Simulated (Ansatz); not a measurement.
**C₂H₈FGaO: small, medium and large basis sets**

Aim: see how fast density functionals converge with the basis set for C₂H₈FGaO.

Method: one geometry, several basis sets; program: Ansatz 0.2.0, Gaussian basis.

Levels to be run: PBE0-D4/def2-SVP; ωB97M-V/def2-SVP; PBE0-D4/def2-QZVPP; ωB97M-V/def2-QZVPP; the functionals' def2-TZVPP values are taken from earlier runs.

### Step 1. The geometry

The geometry comes from an earlier relaxation with PBE0-D4 in a triple-zeta def2 set; it is a stationary point, not always the lowest conformer.

SMILES `[CH3][Ga-]([CH3])([OH2+])[F]`, 13 atoms, charge 0, spin multiplicity 1.

Atoms are counted from 1 here; the program's logs count them from 0.

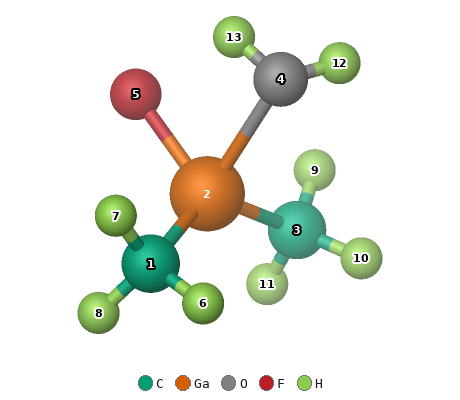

The structure; carbon teal, gallium orange, oxygen grey, fluorine red, hydrogen green; atoms are numbered from 1 in the order of the file.

### Step 2. PBE0-D4 in def2-SVP

in.yaml reads:

```yaml
crystal:
  periodic: [false, false, false]
  atoms:
    - {symbol: C, position_ang: [-1.757139, 0.217314, -0.975621]}
    - {symbol: Ga, position_ang: [0.092639, 0.042431, -0.360812]}
    - {symbol: C, position_ang: [1.122874, -1.494359, 0.300945]}
    - {symbol: O, position_ang: [0.215472, 1.421982, 1.322235]}
    - {symbol: F, position_ang: [1.174037, 1.335652, -1.055557]}
    - {symbol: H, position_ang: [-2.453620, -0.266995, -0.288109]}
    - {symbol: H, position_ang: [-2.026194, 1.271291, -1.061642]}
    - {symbol: H, position_ang: [-1.879644, -0.244836, -1.958022]}
    - {symbol: H, position_ang: [2.129892, -1.189937, 0.593624]}
    - {symbol: H, position_ang: [0.634174, -1.967353, 1.156472]}
    - {symbol: H, position_ang: [1.220047, -2.253807, -0.478508]}
    - {symbol: H, position_ang: [0.761583, 1.107004, 2.049384]}
    - {symbol: H, position_ang: [0.786079, 1.986716, 0.770412]}
basis:
  gaussian: {orbitals: def2-SVP}
hamiltonian: {xc: pbe0, dispersion: d4}
output: {orbitals: {seedname: orbitals}}
```

Run with:

```bash
> ansatz run in.yaml --threads 4 --pin off --events-out ev --progress --plain --max-ram 11315MiB
```

Output:

```text
Functional definition: PBE0
  name "PBE0"
  cite "Adamo & Barone, J. Chem. Phys. 110, 6158 (1999) doi:10.1063/1.478522"
  cite "Perdew, Burke & Ernzerhof, Phys. Rev. Lett. 77, 3865 (1996) doi:10.1103/PhysRevLett.77.3865"
  parent pbe
  parameter a = 0.25
  parameter kappa = 0.804
  parameter beta = 0.06672455060314922
  exchange = (1 - a)*pbe_x(kappa = kappa, mu = beta*pi^2/3) + a*exact_x
  correlation = pbe_c(beta = beta)
1460 factors; their error is unknown
mean field evaluation 1: about -59310.1032 eV, gradient 7.7e1 eV
mean field evaluation 2: about -59304.6730 eV, gradient 9.5e1 eV
mean field evaluation 4: about -59322.1021 eV, gradient 2.5e0 eV
mean field evaluation 8: about -59322.1156 eV, gradient 5.1e-2 eV
mean field evaluation 16: about -59322.2900 eV, gradient 2.7e-5 eV
mean field -59322.28997754 eV, -2180.0539465822 hartree, gradient 2.7e-5 eV, S^2 0.000000; 0 other end points of the search recorded, 0 dependent functions left out
reference -59322.29000873 eV, -2180.0539477286 hartree; 34, 34 occupied and 94, 94 virtual orbitals, 1460 factors
Total energy: -59322.48863902 eV, -2180.0612472568 hartree
```

Wall time 0.8 s (4 threads of Intel Xeon 6975P-C, shared host).

### Step 3. ωB97M-V in def2-SVP

Changes to in.yaml since step 2:

```diff
@@ -18,3 +18,3 @@
   gaussian: {orbitals: def2-SVP}
-hamiltonian: {xc: pbe0, dispersion: d4}
+hamiltonian: {xc: {name: wB97M-V}}
 output: {orbitals: {seedname: orbitals}}
```

Launched as before.

Output, shortened:

```text
Functional definition: wB97M-V
  name "wB97M-V"
  cite "Mardirossian & Head-Gordon, J. Chem. Phys. 144, 214110 (2016) doi:10.1063/1.4952647"
  cite "Becke, J. Chem. Phys. 107, 8554 (1997) doi:10.1063/1.475007"
  cite "Vydrov & Van Voorhis, J. Chem. Phys. 133, 244103 (2010) doi:10.1063/1.3521275"
  # Of w^i u^j: cxij and so on, Table III.
[...]
  gx(w, u) = 1 - cx + cx01*u + cx10*w
  gss(w, u) = css00 + css04*u^4 + css10*w + css20*w^2 + css43*w^4*u^3
  gos(w, u) = cos00 + cos10*w + (cos20 + cos21*u)*w^2 + (cos60 + cos61*u)*w^6
[...]
      + integral(e_c_pw_mod_opposite_spin*gos(b97_w_opposite, b97_u_opposite)) + vv10(b, c)
1453 factors; their error is unknown
345 factors; integrals over basis functions are off by at most 7.3e-6 eV
[...]
mean field -59330.84686618 eV, -2180.3684064399 hartree, gradient 1.5e-5 eV, S^2 0.000000; 0 other end points of the search recorded, 0 dependent functions left out
reference -59330.84691568 eV, -2180.3684082586 hartree; 34, 34 occupied and 94, 94 virtual orbitals, 1453 factors
Total energy: -59330.84691568 eV, -2180.3684082586 hartree
```

Wall time 2.4 s (4 threads of Intel Xeon 6975P-C, shared host).

### Step 4. PBE0-D4 in def2-QZVPP

Changes to in.yaml since step 3:

```diff
@@ -17,4 +17,4 @@
 basis:
-  gaussian: {orbitals: def2-SVP}
-hamiltonian: {xc: {name: wB97M-V}}
+  gaussian: {orbitals: "def2-QZVPP.json"}
+hamiltonian: {xc: pbe0, dispersion: d4}
 output: {orbitals: {seedname: orbitals}}
```

Launched as before.

Output:

```text
Functional definition: PBE0
  name "PBE0"
  cite "Adamo & Barone, J. Chem. Phys. 110, 6158 (1999) doi:10.1063/1.478522"
  cite "Perdew, Burke & Ernzerhof, Phys. Rev. Lett. 77, 3865 (1996) doi:10.1103/PhysRevLett.77.3865"
  parent pbe
  parameter a = 0.25
  parameter kappa = 0.804
  parameter beta = 0.06672455060314922
  exchange = (1 - a)*pbe_x(kappa = kappa, mu = beta*pi^2/3) + a*exact_x
  correlation = pbe_c(beta = beta)
1803 factors; their error is unknown
mean field evaluation 1: about -59322.6895 eV, gradient 9.4e1 eV
mean field evaluation 2: about -59313.3112 eV, gradient 1.2e2 eV
mean field evaluation 4: about -59338.8098 eV, gradient 4.7e0 eV
mean field evaluation 8: about -59338.8525 eV, gradient 8.1e-2 eV
mean field evaluation 16: about -59339.0031 eV, gradient 1.6e-4 eV
mean field -59339.00311890 eV, -2180.6681431988 hartree, gradient 2.2e-5 eV, S^2 0.000000; 0 other end points of the search recorded, 0 dependent functions left out
reference -59339.00316335 eV, -2180.6681448320 hartree; 34, 34 occupied and 523, 523 virtual orbitals, 1803 factors
Total energy: -59339.20179363 eV, -2180.6754443602 hartree
```

Run time: 7 s. Hardware: 4 threads of Intel Xeon 6975P-C, shared host; peak memory 2.4 GiB.

### Step 5. ωB97M-V in def2-QZVPP

Changes to in.yaml since step 4:

```diff
@@ -18,3 +18,3 @@
   gaussian: {orbitals: "def2-QZVPP.json"}
-hamiltonian: {xc: pbe0, dispersion: d4}
+hamiltonian: {xc: {name: wB97M-V}}
 output: {orbitals: {seedname: orbitals}}
```

The command is unchanged.

Output, shortened:

```text
Functional definition: wB97M-V
  name "wB97M-V"
  cite "Mardirossian & Head-Gordon, J. Chem. Phys. 144, 214110 (2016) doi:10.1063/1.4952647"
  cite "Becke, J. Chem. Phys. 107, 8554 (1997) doi:10.1063/1.475007"
  cite "Vydrov & Van Voorhis, J. Chem. Phys. 133, 244103 (2010) doi:10.1063/1.3521275"
  # Of w^i u^j: cxij and so on, Table III.
[...]
  gx(w, u) = 1 - cx + cx01*u + cx10*w
  gss(w, u) = css00 + css04*u^4 + css10*w + css20*w^2 + css43*w^4*u^3
  gos(w, u) = cos00 + cos10*w + (cos20 + cos21*u)*w^2 + (cos60 + cos61*u)*w^6
[...]
      + integral(e_c_pw_mod_opposite_spin*gos(b97_w_opposite, b97_u_opposite)) + vv10(b, c)
1798 factors; their error is unknown
433 factors; integrals over basis functions are off by at most 5.1e-6 eV
[...]
mean field -59347.77639475 eV, -2180.9905551395 hartree, gradient 5.4e-5 eV, S^2 0.000000; 0 other end points of the search recorded, 0 dependent functions left out
reference -59347.77646664 eV, -2180.9905577813 hartree; 34, 34 occupied and 523, 523 virtual orbitals, 1798 factors
Total energy: -59347.77646664 eV, -2180.9905577813 hartree
```

Run time: 13 s. Hardware: 4 threads of Intel Xeon 6975P-C, shared host; peak memory 2.9 GiB.

### Step 6. Density functionals: the series

The def2-TZVPP values come from earlier runs at the same geometry.

```csv
functional,basis,functions,energy (eV),from the largest (eV),HOMO (eV),LUMO (eV)
PBE0-D4,def2-SVP,128,-59322.4886,16.713,-7.47,0.59
PBE0-D4,def2-TZVPP,284,-59337.6180,1.584,-7.57,0.05
PBE0-D4,def2-QZVPP,557,-59339.2018,0.000,-7.60,-0.26
ωB97M-V,def2-SVP,128,-59330.8469,16.930,-9.69,2.21
ωB97M-V,def2-TZVPP,284,-59346.2439,1.533,-9.79,1.50
ωB97M-V,def2-QZVPP,557,-59347.7765,0.000,-9.81,0.97
```

### Step 7. What came out

```
                                       quantity           value
PBE0-D4: double and triple zeta above quadruple  16.71, 1.58 eV
ωB97M-V: double and triple zeta above quadruple  16.93, 1.53 eV
```

In words: For PBE0-D4 the step from double to triple zeta gains 15.13 eV and the next only 1.58 eV. These are total energies; as a rule much of such shifts cancels in differences, which this series doesn't test. The LUMO of ωB97M-V is positive and keeps falling with the basis (2.21 to 0.97 eV): an unbound level that the basis holds in place.

For PBE0-D4 the largest set took about 9 times as long as the smallest (7 s against 0.8 s).
